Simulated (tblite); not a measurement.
**C4H3F2N2Si: geometry relaxation**

System: C4H3F2N2Si, multiplicity 2.
Method: GFN2-xTB geometry optimisation, gas phase (tblite 0.8.0).

It belongs to a series of runs on one base structure; here: H removed from Si.

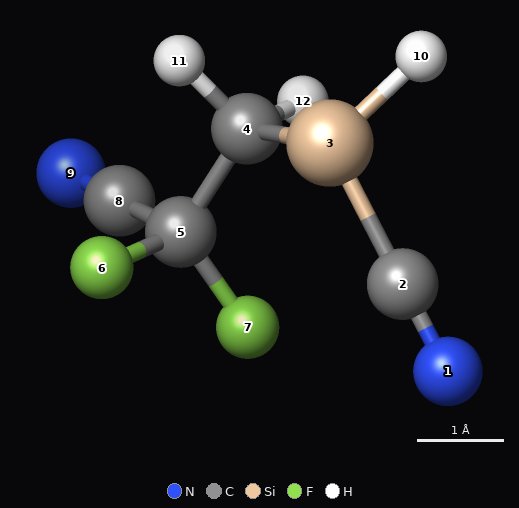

Figure 1. The input geometry (ball-and-stick view, seen at a tilt; atoms are numbered from 1 in the order of the input). Bond lengths as drawn: C–C 1.47 to 1.49 Å, C–F 1.38 Å, C–H 1.10 to 1.14 Å, C–N 1.15 to 1.17 Å, C–Si 1.84 to 1.85 Å and H–Si 1.47 Å.

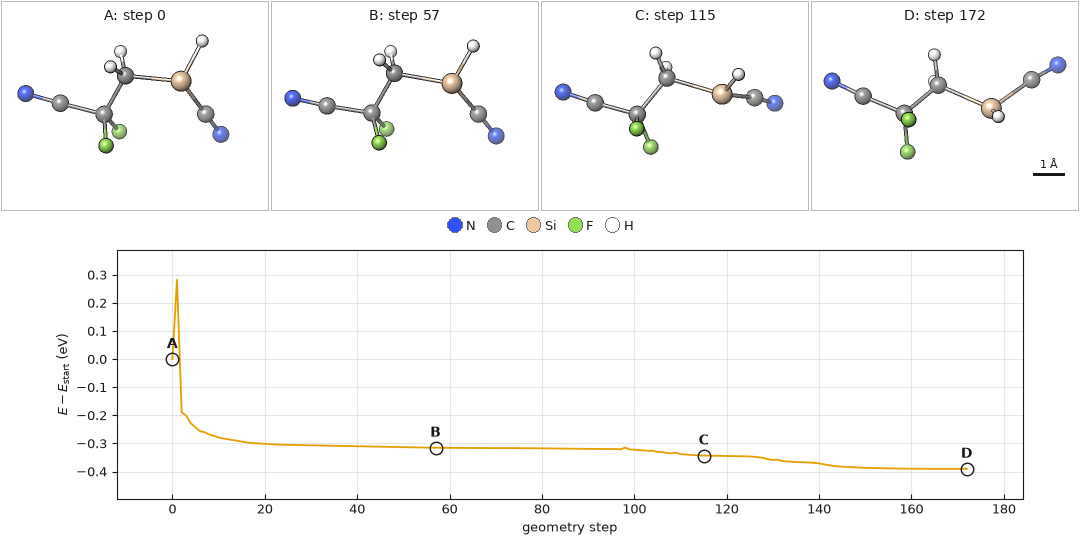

Figure 2. Frames of the relaxation (ball-and-stick view, seen at a tilt) above the curves, on which the letters mark them (steps are counted from 0).

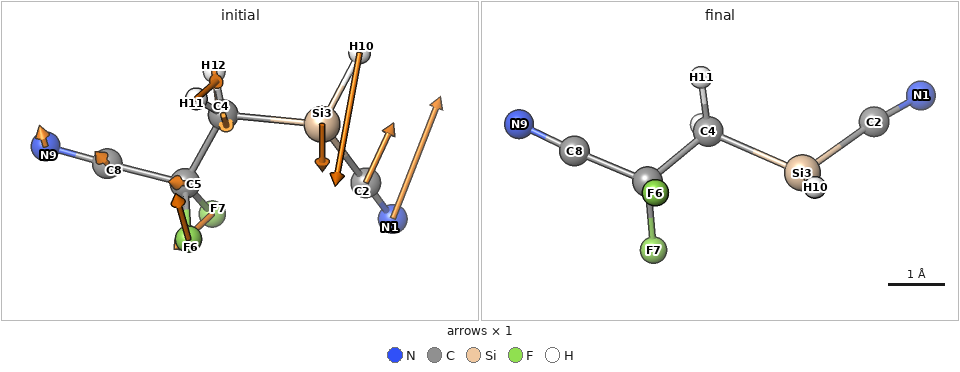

Figure 3. Before (left) and after (right) the relaxation, at one scale (ball-and-stick view, seen at a tilt). The orange arrows give the displacements, at true length. After 172 geometry steps the energy has fallen by 0.390 eV. The largest force component goes from 3.4 to 0.008 eV/Å. The largest move after the best rigid fit is that of H10, 2.65 Å. Largest moves by element: H 2.65 Å, N 2.40 Å, F 1.34 Å, C 1.23 Å, Si 1.04 Å. Distances before and after: Si3–C4 1.842 → 1.917 Å, C4–H11 1.139 → 1.093 Å, C8–N9 1.173 → 1.141 Å, C4–C5 1.485 → 1.516 Å. Among the angles that change: C2–Si3–H10 106.1° → 117.3°, Si3–C4–H11 105.0° → 111.1°, Si3–C4–C5 115.6° → 109.6°. (Atoms are counted from 1 in the order of the input.)

The input that produced these results follows, with the program's output.

Input file
```
{"job": {"kind": "relax", "xc": "GFN2-xTB", "basis": "xTB"}, "charge": 0, "multiplicity": 2}
N     -2.760200     1.931800    -0.426500
C     -2.309700     0.977900     0.018700
Si    -1.579100    -0.564900     0.728400
C      0.136900    -0.769000     0.090700
C      0.964400     0.464400     0.066500
F      1.118000     1.052500     1.303400
F      0.467700     1.462200    -0.747700
C      2.289000     0.067900    -0.438200
N      3.336900    -0.278200    -0.834300
H     -2.442300    -1.665600     0.285100
H      0.651500    -1.455000     0.841000
H      0.128100    -1.224500    -0.913200
```

The first line tells a small driver script what to run in tblite; the rest is the geometry in Å.

Run as:
```bash
OMP_NUM_THREADS=1 python <driver script> task.json out
```

Log
```
step      E/eV     max force
  0    -733.50644    3.761
  1    -733.22395   13.520
  2    -733.69513    1.186
  3    -733.70808    1.547
  4    -733.73449    1.041
  5    -733.74940    0.734
  6    -733.76303    0.236
  7    -733.76643    0.210
  8    -733.77459    0.295
  9    -733.77964    0.225
 10    -733.78514    0.193
 11    -733.78877    0.144
 12    -733.79163    0.140
 13    -733.79411    0.131
 14    -733.79690    0.152
 15    -733.79980    0.150
 16    -733.80256    0.131
 17    -733.80450    0.110
 18    -733.80562    0.111
 19    -733.80650    0.092
 20    -733.80751    0.084
 21    -733.80871    0.117
 22    -733.80984    0.095
 23    -733.81059    0.069
 24    -733.81103    0.062
 25    -733.81137    0.048
 26    -733.81170    0.050
 27    -733.81205    0.060
 28    -733.81241    0.059
 29    -733.81272    0.054
 30    -733.81298    0.044
 31    -733.81322    0.047
 32    -733.81350    0.051
 33    -733.81385    0.051
 34    -733.81421    0.061
 35    -733.81455    0.055
 36    -733.81490    0.066
 37    -733.81529    0.065
 38    -733.81568    0.045
 39    -733.81599    0.040
 40    -733.81624    0.047
 41    -733.81650    0.047
 42    -733.81684    0.059
 43    -733.81722    0.065
 44    -733.81758    0.055
 45    -733.81790    0.048
 46    -733.81823    0.052
 47    -733.81860    0.069
 48    -733.81898    0.084
 49    -733.81935    0.047
 50    -733.81970    0.064
 51    -733.82005    0.060
 52    -733.82045    0.064
 53    -733.82083    0.064
 54    -733.82108    0.042
 55    -733.82124    0.038
 56    -733.82143    0.038
 57    -733.82168    0.045
 58    -733.82193    0.052
 59    -733.82211    0.052
 60    -733.82224    0.042
 61    -733.82234    0.023
 62    -733.82241    0.020
 63    -733.82247    0.020
 64    -733.82251    0.021
 65    -733.82254    0.018
 66    -733.82258    0.021
 67    -733.82261    0.014
 68    -733.82262    0.010
 69    -733.82263    0.011
 70    -733.82265    0.012
 71    -733.82268    0.016
 72    -733.82273    0.027
 73    -733.82282    0.035
 74    -733.82292    0.042
 75    -733.82301    0.027
 76    -733.82311    0.027
 77    -733.82324    0.036
 78    -733.82343    0.042
 79    -733.82365    0.050
 80    -733.82382    0.032
 81    -733.82391    0.023
 82    -733.82399    0.035
 83    -733.82414    0.045
 84    -733.82447    0.046
 85    -733.82489    0.065
 86    -733.82518    0.051
 87    -733.82538    0.063
 88    -733.82551    0.042
 89    -733.82562    0.064
 90    -733.82573    0.042
 91    -733.82594    0.019
 92    -733.82591    0.048
 93    -733.82605    0.024
 94    -733.82610    0.028
 95    -733.82625    0.158
 96    -733.82653    0.051
 97    -733.82730    0.036
 98    -733.82103    0.643
 99    -733.82808    0.169
100    -733.82858    0.084
101    -733.82993    0.351
102    -733.83138    0.138
103    -733.83253    0.373
104    -733.83252    0.538
105    -733.83642    0.223
106    -733.83701    0.545
107    -733.84001    0.196
108    -733.84184    0.139
109    -733.83891    0.421
110    -733.84476    0.155
111    -733.84536    0.425
112    -733.84711    0.306
113    -733.84793    0.210
114    -733.84883    0.060
115    -733.84950    0.287
116    -733.84979    0.174
117    -733.85032    0.141
118    -733.85056    0.058
119    -733.85072    0.037
120    -733.85096    0.040
121    -733.85121    0.065
122    -733.85142    0.101
123    -733.85166    0.104
124    -733.85220    0.148
125    -733.85255    0.154
126    -733.85396    0.179
127    -733.85563    0.218
128    -733.85824    0.352
129    -733.86270    0.414
130    -733.86517    0.277
131    -733.86392    0.432
132    -733.86901    0.200
133    -733.87020    0.340
134    -733.87144    0.225
135    -733.87256    0.196
136    -733.87284    0.110
137    -733.87362    0.075
138    -733.87433    0.241
139    -733.87561    0.229
140    -733.87738    0.139
141    -733.88066    0.197
142    -733.88343    0.168
143    -733.88612    0.194
144    -733.88787    0.215
145    -733.88921    0.196
146    -733.89003    0.093
147    -733.89098    0.152
148    -733.89160    0.145
149    -733.89244    0.072
150    -733.89315    0.107
151    -733.89362    0.078
152    -733.89404    0.051
153    -733.89446    0.057
154    -733.89471    0.134
155    -733.89506    0.049
156    -733.89544    0.055
157    -733.89585    0.090
158    -733.89607    0.064
159    -733.89635    0.046
160    -733.89642    0.016
161    -733.89644    0.032
162    -733.89646    0.030
163    -733.89649    0.027
164    -733.89651    0.024
165    -733.89654    0.021
166    -733.89657    0.016
167    -733.89661    0.017
168    -733.89665    0.013
169    -733.89667    0.017
170    -733.89669    0.016
171    -733.89671    0.015
172    -733.89672    0.010
```

Trajectory as extended XYZ (Å, eV, eV/Å), 9 of the 173 frames kept, from step=0 to step=172
```
12
Properties=species:S:1:pos:R:3:forces:R:3 step=0 energy=-733.50644
N    -2.7602    1.9318   -0.4265   -0.2330   0.4310  -0.0910
C    -2.3097    0.9779    0.0187    0.1790  -0.3730   0.1590
Si   -1.5791   -0.5649    0.7284   -1.9340   0.3900   0.1280
C     0.1369   -0.7690    0.0907    1.1410  -1.3780   0.6780
C     0.9644    0.4644    0.0665    0.9870   1.0300  -0.3900
F     1.1180    1.0525    1.3034   -0.3040  -0.3280  -0.3970
F     0.4677    1.4622   -0.7477    0.0480  -0.5200   0.4040
C     2.2890    0.0679   -0.4382    3.4380  -0.7650  -1.2070
N     3.3369   -0.2782   -0.8343   -3.3910   1.0310   1.2580
H    -2.4423   -1.6656    0.2851    0.1100  -0.0110   0.2100
H     0.6515   -1.4550    0.8410   -0.2510   0.4300  -1.1230
H     0.1281   -1.2245   -0.9132    0.2080   0.0620   0.3710
12
Properties=species:S:1:pos:R:3:forces:R:3 step=22 energy=-733.80984
N    -2.8605    2.0476   -0.3568    0.0250  -0.0580   0.0140
C    -2.3701    1.0454   -0.0673   -0.0520   0.0430  -0.0120
Si   -1.6380   -0.4932    0.6052   -0.0210  -0.0170  -0.0050
C     0.1768   -0.8263    0.0850   -0.0820  -0.0470   0.0010
C     1.0181    0.4370    0.0609   -0.0530  -0.0300  -0.0060
F     1.0688    1.0043    1.2991    0.0150   0.0070   0.0070
F     0.4605    1.3763   -0.7518   -0.0140   0.0310  -0.0090
C     2.3650    0.1223   -0.4199    0.0530  -0.0210   0.0350
N     3.3796   -0.2134   -0.8179    0.0670   0.0070  -0.0080
H    -2.4476   -1.6965    0.4736    0.0170   0.0520   0.0200
H     0.6365   -1.5345    0.7777    0.0520   0.0310  -0.0370
H     0.2123   -1.2696   -0.9136   -0.0070   0.0020   0.0010
12
Properties=species:S:1:pos:R:3:forces:R:3 step=43 energy=-733.81722
N    -2.9107    2.0204   -0.3724    0.0150   0.0050   0.0030
C    -2.3888    1.0423   -0.0590   -0.0130  -0.0250  -0.0010
Si   -1.6229   -0.4692    0.6406   -0.0230  -0.0050  -0.0140
C     0.1628   -0.8335    0.0440    0.0320   0.0290  -0.0010
C     1.0265    0.4160    0.0394    0.0200   0.0270  -0.0170
F     1.0595    0.9862    1.2806   -0.0340  -0.0380  -0.0040
F     0.4920    1.3628   -0.7802    0.0100   0.0180  -0.0160
C     2.3982    0.1159   -0.3921    0.0200  -0.0330   0.0100
N     3.4504   -0.1735   -0.7253   -0.0640   0.0050   0.0100
H    -2.4621   -1.6566    0.5778    0.0310   0.0160   0.0210
H     0.6382   -1.5717    0.6912    0.0110  -0.0160   0.0150
H     0.1581   -1.2397   -0.9707   -0.0070   0.0180  -0.0050
12
Properties=species:S:1:pos:R:3:forces:R:3 step=64 energy=-733.82251
N    -2.9255    1.9877   -0.4000   -0.0020  -0.0020  -0.0050
C    -2.4076    1.0144   -0.0647   -0.0150   0.0010  -0.0010
Si   -1.6048   -0.4589    0.6688    0.0080   0.0090   0.0050
C     0.1491   -0.8111   -0.0185    0.0020  -0.0060  -0.0010
C     1.0283    0.4266    0.0260   -0.0010  -0.0010  -0.0060
F     1.0052    0.9837    1.2739    0.0110  -0.0050  -0.0030
F     0.5515    1.3878   -0.8106   -0.0080   0.0090   0.0040
C     2.4109    0.0976   -0.3388   -0.0060   0.0110   0.0160
N     3.4680   -0.2213   -0.6239    0.0140  -0.0130  -0.0090
H    -2.4133   -1.6622    0.7526   -0.0020  -0.0040  -0.0010
H     0.6344   -1.5953    0.5655   -0.0050  -0.0020   0.0010
H     0.1049   -1.1498   -1.0564    0.0040   0.0030   0.0010
12
Properties=species:S:1:pos:R:3:forces:R:3 step=86 energy=-733.82518
N    -3.0737    1.8975   -0.5058    0.0310  -0.0400   0.0050
C    -2.4910    0.9771   -0.1286   -0.0070   0.0300  -0.0100
Si   -1.5983   -0.4060    0.6759   -0.0170  -0.0070  -0.0080
C     0.1451   -0.7657   -0.0340    0.0030  -0.0130  -0.0100
C     1.0735    0.4335    0.0627   -0.0080  -0.0100   0.0010
F     1.0984    0.9175    1.3402    0.0120  -0.0100   0.0170
F     0.6222    1.4630   -0.7036   -0.0120  -0.0110  -0.0060
C     2.4324    0.0607   -0.3484   -0.0060   0.0140   0.0110
N     3.4652   -0.3015   -0.6692   -0.0030   0.0050  -0.0050
H    -2.3659   -1.6284    0.8544    0.0170   0.0240   0.0070
H     0.6022   -1.5914    0.5167   -0.0080   0.0180  -0.0230
H     0.0912   -1.0569   -1.0864   -0.0030   0.0020   0.0200
12
Properties=species:S:1:pos:R:3:forces:R:3 step=108 energy=-733.84184
N    -3.3921    1.4212   -1.0083   -0.0200   0.0180  -0.0190
C    -2.6857    0.7569   -0.3853    0.0060  -0.0090   0.0020
Si   -1.5603   -0.1642    0.7255   -0.0170  -0.0410   0.0140
C     0.0881   -0.6127   -0.1433    0.0100   0.0770   0.0120
C     1.1857    0.3791    0.2051    0.0330   0.0500   0.0290
F     1.3121    0.4866    1.5647    0.0120  -0.0210  -0.0470
F     0.8555    1.6322   -0.2185    0.0200  -0.0650   0.0120
C     2.4741   -0.0258   -0.3714    0.0560  -0.0070  -0.0070
N     3.4536   -0.3972   -0.8248   -0.1280   0.0400   0.0380
H    -2.1303   -1.2595    1.4908    0.0080   0.0360   0.0040
H     0.4214   -1.6020    0.1675    0.0240  -0.0630   0.0060
H    -0.0208   -0.6153   -1.2279   -0.0040  -0.0160  -0.0450
12
Properties=species:S:1:pos:R:3:forces:R:3 step=129 energy=-733.86270
N    -3.6570    0.9715   -1.2121    0.2560  -0.2100   0.1670
C    -2.8387    0.5086   -0.5360   -0.3110   0.2250  -0.1540
Si   -1.5501    0.0258    0.6589    0.1430   0.0430  -0.1500
C     0.0622   -0.4749   -0.2522    0.0730  -0.0840  -0.0950
C     1.2485    0.2895    0.3145   -0.0400  -0.1200   0.0150
F     1.3440    0.0593    1.6587    0.0670   0.0280   0.0250
F     1.0429    1.6285    0.1936    0.0510   0.0930   0.0210
C     2.4998   -0.0924   -0.3524    0.0380  -0.0690  -0.0170
N     3.4305   -0.4500   -0.9089   -0.1350   0.0740   0.0890
H    -1.8722   -0.6717    1.8820    0.0060  -0.0580   0.0360
H     0.2703   -1.5452   -0.1512   -0.0220   0.0820   0.0290
H     0.0209   -0.2497   -1.3209   -0.1260  -0.0020   0.0350
12
Properties=species:S:1:pos:R:3:forces:R:3 step=150 energy=-733.89315
N    -3.8743    0.3672   -1.2165    0.0620  -0.0210   0.0670
C    -2.9622    0.2665   -0.5171   -0.0790   0.0100  -0.0550
Si   -1.5169    0.3228    0.6030    0.0530   0.0440  -0.0100
C     0.0369   -0.2488   -0.3614   -0.0090   0.0000  -0.0270
C     1.2881    0.2079    0.3631    0.0020   0.0430   0.0050
F     1.2804   -0.2475    1.6527   -0.0160  -0.0080   0.0000
F     1.3047    1.5701    0.4726    0.0020  -0.0430  -0.0070
C     2.5106   -0.2482   -0.3063    0.0610  -0.0330  -0.0410
N     3.4348   -0.6311   -0.8556   -0.0950   0.0320   0.0370
H    -1.6162   -0.1844    1.9557   -0.0460  -0.0180   0.0250
H     0.0648   -1.3379   -0.4440    0.0420   0.0020   0.0000
H     0.0505    0.1626   -1.3722    0.0220  -0.0070   0.0060
12
Properties=species:S:1:pos:R:3:forces:R:3 step=172 energy=-733.89672
N    -3.9153    0.2298   -1.1702    0.0020   0.0050   0.0020
C    -2.9738    0.2232   -0.5062    0.0040  -0.0080   0.0040
Si   -1.5038    0.3998    0.5745   -0.0060   0.0020  -0.0020
C     0.0459   -0.1955   -0.3842    0.0020   0.0020  -0.0040
C     1.2968    0.1921    0.3795   -0.0030   0.0000  -0.0010
F     1.2525   -0.3188    1.6470    0.0000   0.0010   0.0040
F     1.3571    1.5454    0.5470    0.0000  -0.0020   0.0010
C     2.5067   -0.2804   -0.2999    0.0020  -0.0030  -0.0010
N     3.4103   -0.6773   -0.8715   -0.0020   0.0020   0.0010
H    -1.6186   -0.0811    1.9387    0.0010   0.0020  -0.0040
H     0.0446   -1.2821   -0.4993    0.0010  -0.0030   0.0000
H     0.0988    0.2442   -1.3814   -0.0010   0.0000   0.0020
```

Results in brief

```csv
quantity,value
outcome,converged
total energy,−733.8967 eV
hardware,"1 CPU thread, shared host"
wall time,1.2 s
peak memory,0.18 GiB
```
